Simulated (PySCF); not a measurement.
**Ge2SiH8 (SMILES [GeH3][SiH2][GeH3]): levels of theory compared**

We compute a comparison of 4 runs (HF/STO-3G, HF/3-21G, HF/def2-SVP, B3LYP/6-31G*) of Ge2SiH8. The job is set up through a Python script.

The results are computed with PySCF 2.14.0.

### Step 1. The molecule

The species is Ge2SiH8 (11 atoms), meant as a singlet with charge 0. As SMILES, `[GeH3][SiH2][GeH3]`. The coordinates come from a PBE0-D4/def2-TZVP relaxation.

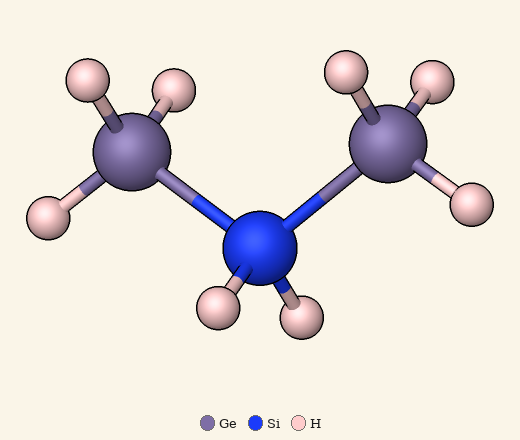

Viewed from a chosen angle; germanium purple, silicon blue, hydrogen pink.

### Step 2. Energy and forces at HF/STO-3G (run 1)

Contents of run.py:

```python
from pyscf import gto

system = gto.Mole()
system.atom = [
    ('Ge', (-1.314800, 1.329100, -0.648100)),
    ('Si', (-0.420300, -0.850100, -0.318100)),
    ('Ge', (1.631200, -0.735900, 0.880400)),
    ('H', (-2.643400, 1.277800, -1.421300)),
    ('H', (-0.321200, 2.193400, -1.442700)),
    ('H', (-1.566300, 2.008100, 0.708900)),
    ('H', (-0.189900, -1.498600, -1.638400)),
    ('H', (-1.395700, -1.678400, 0.443000)),
    ('H', (1.405900, -0.077200, 2.251900)),
    ('H', (2.652000, 0.110600, 0.101200)),
    ('H', (2.227800, -2.135700, 1.103800)),
]
system.charge = 0
system.max_memory = 1860
system.basis = 'sto-3g'
system.verbose = 4
system.build()

mf = system.RHF()
mf.conv_tol = 1e-10
mf.kernel()
if not mf.converged:
    mf = mf.newton().run(mf.mo_coeff, mf.mo_occ)

etot = mf.e_tot
print('Final energy', etot)
grad = mf.nuc_grad_method().kernel()
dip = mf.dip_moment()
pop, q = mf.mulliken_pop()
```

Launch:

```
$ OMP_NUM_THREADS=1 python run.py
```

Log:

```text
PySCF version 2.14.0

[... 61 lines left out ...]
converged SCF energy = -4393.81910702836
Final energy -4393.819107028359
[... 11 lines left out ...]
Dipole moment(X, Y, Z, Debye): -0.12935, -0.25662, -0.09724
[... 65 lines left out ...]
charge of   10H =     -0.12437
```

Run time: 5.1 s. Hardware: 1 thread of Intel Xeon at 2.70GHz, shared host; peak memory 0.12 GiB.

### Step 3. Energy and forces at HF/3-21G (run 2)

Contents of run.py:

```python
import pyscf.grad
from pyscf import gto

system = gto.Mole()
system.atom = '''
Ge    -2.484612     2.511635    -1.224732
Si    -0.794252    -1.606456    -0.601122
Ge     3.082521    -1.390649     1.663715
H     -4.995302     2.414692    -2.685868
H     -0.606980     4.144925    -2.726308
H     -2.959878     3.794759     1.339627
H     -0.358859    -2.831944    -3.096127
H     -2.637491    -3.171716     0.837149
H      2.656766    -0.145887     4.255474
H      5.011554     0.209004     0.191240
H      4.209932    -4.035888     2.085880
'''
system.spin = 0
system.charge = 0
system.basis = '3-21g'
system.unit = 'bohr'
system.max_memory = 1860
system.verbose = 4
system.build()

calc0 = system.RHF()
calc0.conv_tol = 1e-10
calc0.kernel()
if not calc0.converged:
    calc0 = calc0.newton().run(calc0.mo_coeff, calc0.mo_occ)

e_final = calc0.e_tot
print(f'total energy: {e_final:.8f} hartree')
grad = calc0.Gradients().kernel()
calc0.analyze()
```

Launch:

```
$ OMP_NUM_THREADS=1 python run.py
```

Log:

```text
PySCF version 2.14.0

[... 61 lines left out ...]
converged SCF energy = -4422.67251751654
[... 23 lines left out ...]
MO #3   energy= -68.2844674290243  occ= 2
[... 9 lines left out ...]
MO #13  energy= -7.13987459125009  occ= 2
[... 9 lines left out ...]
MO #23  energy= -4.1966897926564   occ= 2
[... 9 lines left out ...]
MO #33  energy= -1.53964643751033  occ= 2
[... 9 lines left out ...]
MO #43  energy= -0.377369412239448 occ= 2
[... 9 lines left out ...]
MO #53  energy= 0.281958579867023  occ= 0
[... 9 lines left out ...]
MO #63  energy= 0.5596745059037    occ= 0
[... 9 lines left out ...]
MO #73  energy= 1.41783225416216   occ= 0
[... 87 lines left out ...]
Dipole moment(X, Y, Z, Debye):  0.01903,  0.03706,  0.01411
```

Run time: 4.8 s. Hardware: 1 thread of Intel Xeon at 2.70GHz, shared host; peak memory 0.15 GiB.

Run 3 isn't shown in full; the table further down has it.

### Step 4. Energy and forces at B3LYP/6-31G(d) (Cartesian functions) (run 4)

Contents of job.py:

```python
from pyscf import gto, dft

molecule = gto.M(
    atom='''
Ge    -2.484612     2.511635    -1.224732
Si    -0.794252    -1.606456    -0.601122
Ge     3.082521    -1.390649     1.663715
H     -4.995302     2.414692    -2.685868
H     -0.606980     4.144925    -2.726308
H     -2.959878     3.794759     1.339627
H     -0.358859    -2.831944    -3.096127
H     -2.637491    -3.171716     0.837149
H      2.656766    -0.145887     4.255474
H      5.011554     0.209004     0.191240
H      4.209932    -4.035888     2.085880
''',
    verbose=3,
    basis='6-31g*',
    max_memory=1860,
    unit='bohr',
    charge=0,
    cart=True,
)

ks = dft.RKS(molecule, xc='b3lyp')
ks.grids.level = 5
ks.conv_tol = 1e-10
ks.kernel()
if not ks.converged:
    ks = ks.newton().run(ks.mo_coeff, ks.mo_occ)

e_tot = ks.e_tot
print('E(%s) = %.9f' % ('B3LYP', e_tot))
grad = ks.nuc_grad_method().kernel()
ks.analyze()
```

Launch:

```
$ OMP_NUM_THREADS=1 python job.py
```

Log:

```text
converged SCF energy = -4447.83432275664
[... 10 lines left out ...]
MO #1   energy= -398.749779893764  occ= 2
[... 12 lines left out ...]
MO #14  energy= -5.28616786954404  occ= 2
[... 12 lines left out ...]
MO #27  energy= -1.20602411800317  occ= 2
[... 12 lines left out ...]
MO #40  energy= -0.34281016260028  occ= 2
[... 12 lines left out ...]
MO #53  energy= 0.121404481226566  occ= 0
[... 12 lines left out ...]
MO #66  energy= 0.400830638015677  occ= 0
[... 12 lines left out ...]
MO #79  energy= 0.765936921959502  occ= 0
[... 12 lines left out ...]
MO #92  energy= 3.30437839108778   occ= 0
[... 12 lines left out ...]
MO #105 energy= 86.675021941177    occ= 0
[... 12 lines left out ...]
Dipole moment(X, Y, Z, Debye): -0.07637, -0.15182, -0.05742
```

Wall time 53 s (1 thread of Intel Xeon at 2.70GHz, shared host); peak memory 1.1 GiB.

### Step 5. Overview of the runs

| run | level | Cartesian functions | integration grid | energy (Eh) | dipole moment (D) | HOMO energy (eV) | LUMO energy (eV) | wall time |
| --- | --- | --- | --- | --- | --- | --- | --- | --- |
| 1 | HF/STO-3G | no | – | -4393.819107 | 0.30 | -8.15 | 9.98 | 5.1 s |
| 2 | HF/3-21G | no | – | -4422.672518 | 0.04 | -10.27 | 3.24 | 4.8 s |
| 3 | HF/def2-SVP | no | – | -4443.695478 | 0.17 | -10.38 | 3.22 | 22 s |
| 4 | B3LYP/6-31G* (Cartesian functions) | yes | 5 | -4447.834323 | 0.18 | -7.62 | -0.03 | 53 s |

### Step 6. Results

```
                       quantity           value
            run 4: total energy  -4447.83432 Eh
           run 4: dipole moment          0.18 D
             run 4: HOMO energy        -7.62 eV
             run 4: LUMO energy        -0.03 eV
           run 4: HOMO–LUMO gap         7.59 eV
run 4: largest force on an atom      0.145 eV/Å
```

The dipole moment (its size) runs from 0.04 D (HF/3-21G) to 0.30 D (HF/STO-3G). The two dipoles point in opposite directions. The HOMO–LUMO gap runs from 7.59 eV (B3LYP/6-31G*) to 18.13 eV (HF/STO-3G). The two ends differ in method and basis. In run 1 the basis is minimal, so the values are rough. All runs together took 84 s, the longest 53 s.
